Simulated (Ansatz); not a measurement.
**BrH$_{3}$Si: density, localisation and related maps**

Input

```
crystal:
  periodic: [false, false, false]
  atoms:
    - { symbol: Si, position_ang: [0.2175, 0.6091, 0.1711] }
    - { symbol: Br, position_ang: [-0.6645, -1.8375, -0.552] }
    - { symbol: H, position_ang: [-0.5743, -0.0203, -1.3908] }
    - { symbol: H, position_ang: [-0.5892, 0.9409, 1.3312] }
    - { symbol: H, position_ang: [1.6105, 0.3077, 0.4405] }
basis:
  gaussian: { orbitals: def2-SVP }
hamiltonian:
  xc: r2scan
  dispersion: d4
relax:
  f_tol: 0.15
  max_steps: 25
  restrain:
    - { distance: [2, 1], at: 2.81, k: 30.0 }
    - { distance: [0, 1], at: 2.31, k: 30.0 }
    - { distance: [0, 2], at: 1.42, k: 30.0 }
output:
  orbitals: {}
```

Launched as:

```sh
ansatz run input.yaml --threads 2 --pin off --max-ram 3072MiB --backend cpu --events-out ev --progress --plain --runs-dir out
```

The fields are those of the run's last geometry, not of the input's.

Not at a stationary point (largest force 1.3 eV/Å).

Method: Ansatz, RKS r2SCAN-D4/def2-SVP.

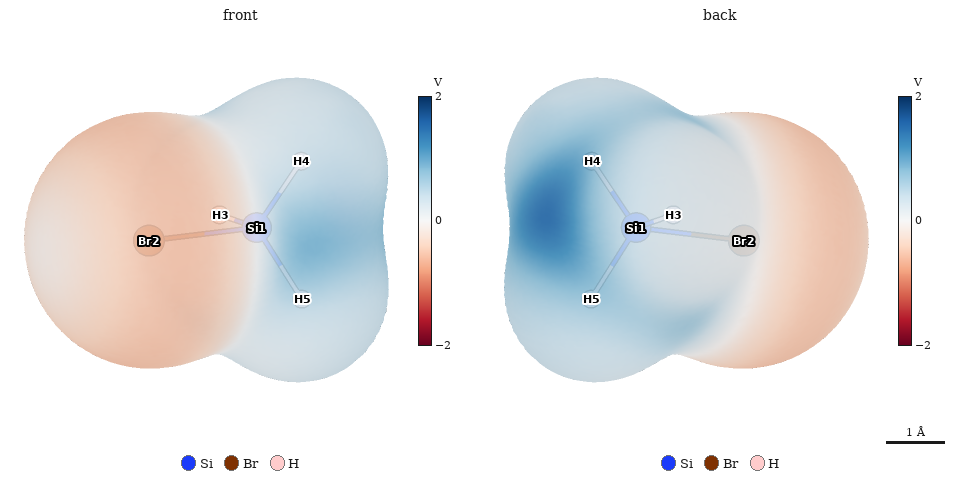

Figure 1. The molecular electrostatic potential painted on the density surface at 0.001 e/bohr³, seen from the front and from behind; red is negative and blue positive.

**Where is the surface potential most negative and most positive?**

The most negative region (about −0.6 V) lies over Br2, the most positive (about +1.5 V) over Si1.

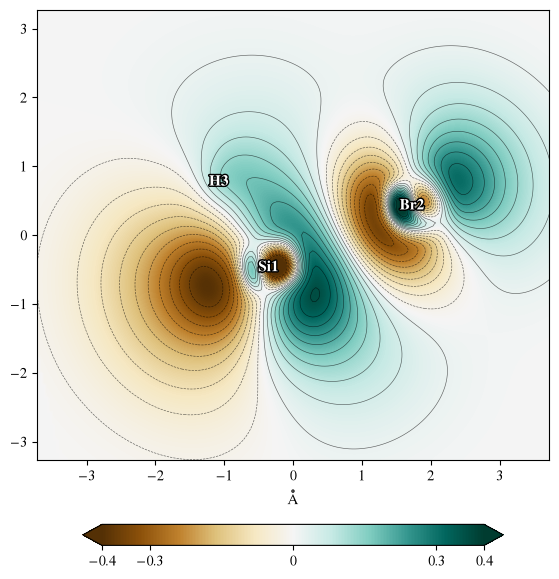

Figure 2. The LUMO on the plane of atoms Br2, Si1 and H3 (values in Å⁻³ᐟ²; the overall sign is arbitrary).

**What is the character of this orbital?**

Its weight (Hirshfeld) is mainly on Si1 (about 55 %) and Br2 (about 30 %). Its energy is −1.01 eV.

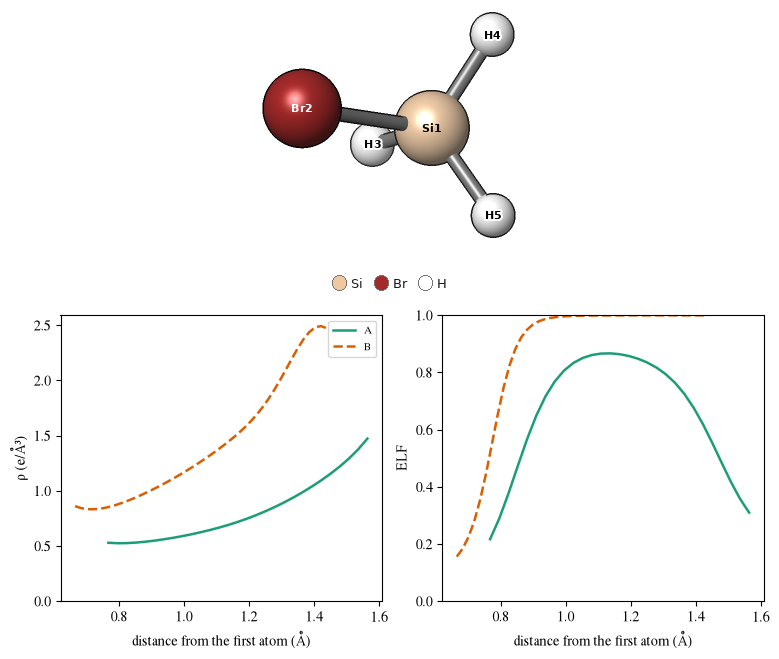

Figure 3. Electron density and ELF along straight lines between neighbouring atoms. The curves leave out the atomic cores. The structure is drawn too.

**Which curve belongs to which contact (Si–Br and Si–H)? The first atom named is at distance zero.**

Curve A: Si–Br (2.27 Å): ρ is about 0.69 e/Å³ halfway, with its minimum of 0.52 e/Å³ about 0.8 Å from Si; the ELF peaks at about 0.85 between the atoms (a shared but strongly polarised pair). Curve B: Si–H (1.44 Å): the density is about 0.83 e/Å³ at the midpoint; the ELF climbs to about 1 towards the hydrogen, as it does in any bond to H.

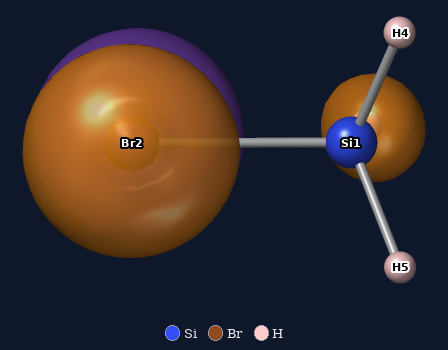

Figure 4. The HOMO at ±0.15 Å⁻³ᐟ² (orange and purple are the two phases), seen across its widest extent.

**Describe this orbital and give its energy.**

Its weight (Hirshfeld) is mainly on Br2 (about 85 %); largely a lone pair of Br2. Its energy is −7.16 eV.
